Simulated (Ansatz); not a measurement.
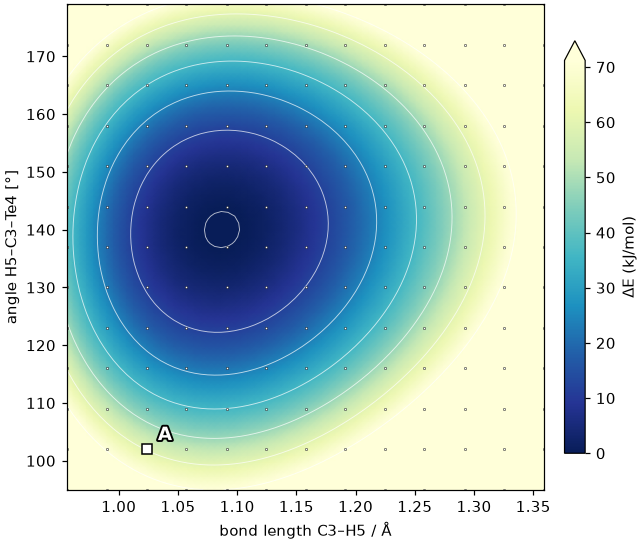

C2HFTe, SMILES FC1=C[Te]1. 
- Coordinates scanned: (1) bond length C3–H5; (2) angle H5–C3–Te4.
- Nothing is relaxed (all other coordinates rigid).
- The scan uses a 13 × 13 grid.
- Points are written as (first, second).
- Energies are in kJ/mol, from the lowest grid point.
- Theory: Ansatz 0.2.0, RKS wB97X-V/def2-SVP.

Drawn: a smooth colour map with a few white contour lines, dots at the grid points, one colour for all values above the top of the scale, the point A. Between grid points the surface is interpolated.

> Is A at rest? If not, where is it pushed?

A, at (1.024 Å, 102°), is not a stationary point. The computed force is 250 kJ/mol for each Å towards larger values of bond length C3–H5 and 2.6 kJ/mol for each degree towards larger values of angle H5–C3–Te4.
